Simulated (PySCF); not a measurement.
# C3H5BrGe: one change and its effect

System: C3H5BrGe.
Method of run 1: TDDFT PBE/def2-SVPD, vertical, gas phase, core orbitals frozen in the response (PySCF 2.14.0).

The geometry comes from this level: PBE0-D3(BJ)/def2-SVP. Text and figures count atoms from 1; the logs count them from 0 in places.

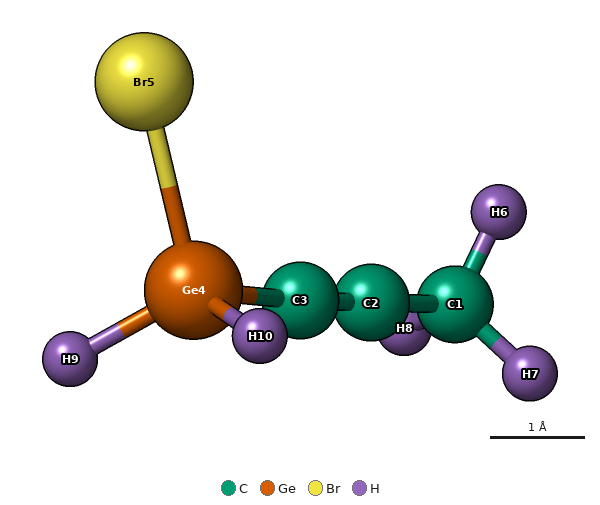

The structure (ball-and-stick view, seen at a tilt; atoms are numbered from 1 in the order of the input). Sticks mark near contacts. Bond lengths as drawn: Br–Ge 2.31 Å, C–C 1.22 to 1.45 Å, C–Ge 1.88 Å, C–H 1.10 Å and Ge–H 1.53 Å.

## Input file, run 1
```
{"job": {"kind": "uv", "xc": "PBE", "basis": "def2-SVPD", "ip": true}, "charge": 0, "multiplicity": 1}
C     -1.515225     0.535188     0.134634
C     -0.101627     0.261444    -0.036629
C      1.085654     0.025973    -0.173574
Ge     2.934510    -0.294474    -0.316865
Br     3.829808    -0.248489     1.816654
H     -1.698396     1.045565     1.093022
H     -1.893215     1.181865    -0.672216
H     -2.100435    -0.397305     0.128540
H      3.216735    -1.688601    -0.887111
H      3.619719     0.816586    -1.120940
```

The first line tells a small driver script what to run in PySCF; the rest is the geometry in Å.

Launched with:
```bash
OMP_NUM_THREADS=1 python <driver script> task.json out
```

Hardware: 1 CPU thread, shared host.

## Output (run 1)
```
coarse grid: 42648 points
cycle   1  E = -4766.8637062431  dE = -1.289e+00  |g| = 7.280e-01  |ddm| = 6.604e+00
cycle   2  E = -4766.7359020768  dE =  1.278e-01  |g| = 1.049e+00  |ddm| = 3.060e+00
cycle   3  E = -4766.9521123764  dE = -2.162e-01  |g| = 1.108e-01  |ddm| = 2.032e+00
cycle   4  E = -4766.9554214066  dE = -3.309e-03  |g| = 3.805e-02  |ddm| = 2.709e-01
cycle   5  E = -4766.9556655321  dE = -2.441e-04  |g| = 2.403e-02  |ddm| = 8.362e-02
cycle   6  E = -4766.9557630397  dE = -9.751e-05  |g| = 1.370e-02  |ddm| = 5.226e-02
cycle   7  E = -4766.9558118394  dE = -4.880e-05  |g| = 1.273e-03  |ddm| = 2.076e-02
cycle   8  E = -4766.9558122706  dE = -4.311e-07  |g| = 2.484e-04  |ddm| = 2.494e-03
final grid: 86600 points
cycle   9  E = -4766.9557930512  dE =  1.754e-08  |g| = 5.371e-04  |ddm| = 1.084e-02
cycle  10  E = -4766.9557925463  dE =  5.050e-07  |g| = 1.456e-03  |ddm| = 3.400e-03
cycle  11  E = -4766.9557931145  dE = -5.683e-07  |g| = 3.242e-04  |ddm| = 2.489e-03
cycle  12  E = -4766.9557931438  dE = -2.925e-08  |g| = 3.207e-05  |ddm| = 4.714e-04
cycle  13  E = -4766.9557931439  dE = -1.673e-10  |g| = 4.493e-06  |ddm| = 5.921e-05
converged SCF energy = -4766.9557931439

Static polarisability (au): isotropic 93.794, principal 69.668 84.381 127.334

Singlet excitations
state   eV       nm        f      main configurations
  1   4.9778    249.1   0.00117   H-1->L 0.95
  2   5.2072    238.1   0.05925   H->L 0.85, H-3->L 0.08
  3   5.2593    235.7   0.00620   H-2->L 0.96
  4   5.4774    226.4   0.02323   H-3->L 0.87
  5   5.9449    208.6   0.00033   H->L+1 0.95
  6   6.0804    203.9   0.00831   H-2->L+1 0.48, H-1->L+1 0.43
  7   6.1507    201.6   0.00357   H->L+2 0.81, H-2->L+1 0.17
  8   6.1905    200.3   0.00103   H-1->L+2 0.81, H-3->L+1 0.15
  9   6.3017    196.7   0.00046   H-3->L+1 0.77, H-1->L+2 0.11, H-2->L+2 0.09
 10   6.3472    195.3   0.00044   H-2->L+2 0.89

Triplet excitations (Tamm-Dancoff, eV): 4.5252 4.7415 4.9379 5.0118
Vertical ionisation energy (delta-SCF) = 9.4607 eV
Vertical electron affinity (delta-SCF) = -0.4131 eV
```

Run 2 used a changed input.

## The two runs side by side

```csv
quantity,run 1,run 2
outcome,converged,converged
total energy (hartree),−4766.955793,−4767.713513
HOMO (eV),−6.72,−8.97
LUMO (eV),−1.80,−0.08
dipole moment (D),2.83,2.89
lowest excitation (eV),4.98,5.64
SCF iterations,13,11
strongest computed line (eV),5.21,7.71
basis functions,179,179
wall time (shared host),1.8 min,1.9 min
```

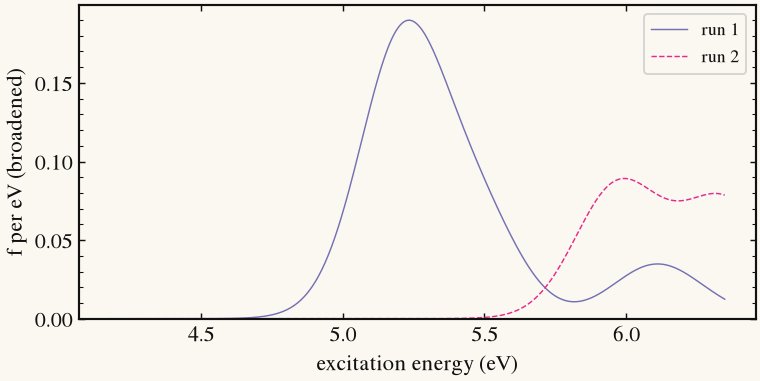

Absorption of the two runs from their computed states, each broadened by a Gaussian of 0.35 eV full width; the range ends where the shorter list of states ends.

Which change of the input explains these differences?

The change (lines with − go, lines with + come):
```diff
-"xc": "PBE"
+"xc": "BHandHLYP"
```

The total energies belong to different methods, so their difference says nothing on which is more stable or more accurate. The HOMO goes from −6.72 to −8.97 eV. The LUMO goes from −1.80 to −0.08 eV. The dipole moment goes from 2.83 to 2.89 D. The lowest excitation goes from 4.98 to 5.64 eV. The strongest computed line goes from 5.21 to 7.71 eV. The functional changes from PBE to BHandHLYP. Exact exchange removes part of the self-interaction error of semilocal functionals, which pushes filled and empty levels apart. The SCF takes 11 iterations against 13.

## Output (run 2)
```
coarse grid: 42648 points
cycle   1  E = -4767.6652256509  dE = -1.215e+00  |g| = 4.552e-01  |ddm| = 5.502e+00
cycle   2  E = -4767.6829322431  dE = -1.771e-02  |g| = 4.185e-01  |ddm| = 1.841e+00
cycle   3  E = -4767.7132400034  dE = -3.031e-02  |g| = 3.729e-02  |ddm| = 7.929e-01
cycle   4  E = -4767.7133689146  dE = -1.289e-04  |g| = 2.446e-02  |ddm| = 1.120e-01
cycle   5  E = -4767.7134929108  dE = -1.240e-04  |g| = 1.210e-02  |ddm| = 8.053e-02
cycle   6  E = -4767.7135285073  dE = -3.560e-05  |g| = 1.035e-03  |ddm| = 1.840e-02
cycle   7  E = -4767.7135288012  dE = -2.939e-07  |g| = 3.026e-04  |ddm| = 4.713e-03
final grid: 86600 points
cycle   8  E = -4767.7135127768  dE = -3.145e-08  |g| = 2.391e-04  |ddm| = 3.348e-03
cycle   9  E = -4767.7135127827  dE = -5.881e-09  |g| = 2.025e-04  |ddm| = 8.744e-04
cycle  10  E = -4767.7135127925  dE = -9.790e-09  |g| = 2.393e-05  |ddm| = 3.518e-04
cycle  11  E = -4767.7135127926  dE = -1.291e-10  |g| = 1.301e-05  |ddm| = 6.813e-05
converged SCF energy = -4767.7135127926

Static polarisability (au): isotropic 87.414, principal 66.408 79.800 116.034

Singlet excitations
state   eV       nm        f      main configurations
  1   5.6359    220.0   0.00012   H-1->L 0.66
  2   5.9679    207.8   0.03109   H->L 0.56, H-1->L+2 0.24
  3   6.1543    201.5   0.00041   H->L+2 0.72, H-3->L+2 0.09
  4   6.2857    197.2   0.01311   H-2->L 0.84
  5   6.3896    194.0   0.01653   H-3->L 0.80
  6   7.2784    170.3   0.04633   H->L+1 0.55, H->L 0.17, H-3->L 0.09
  7   7.3319    169.1   0.00106   H-1->L+1 0.77
  8   7.7115    160.8   0.36659   H->L+3 0.23, H->L+1 0.21, H-1->L+2 0.18
  9   7.7546    159.9   0.00081   H-2->L+1 0.71, H-1->L+3 0.15
 10   7.8637    157.7   0.00859   H-1->L+3 0.55, H-2->L+3 0.09

Triplet excitations (Tamm-Dancoff, eV): 4.7565 5.2162 5.2824 5.7961
Vertical ionisation energy (delta-SCF) = 9.8869 eV
```

For both runs: Spin–orbit coupling is left out, which matters for the heavy atoms.
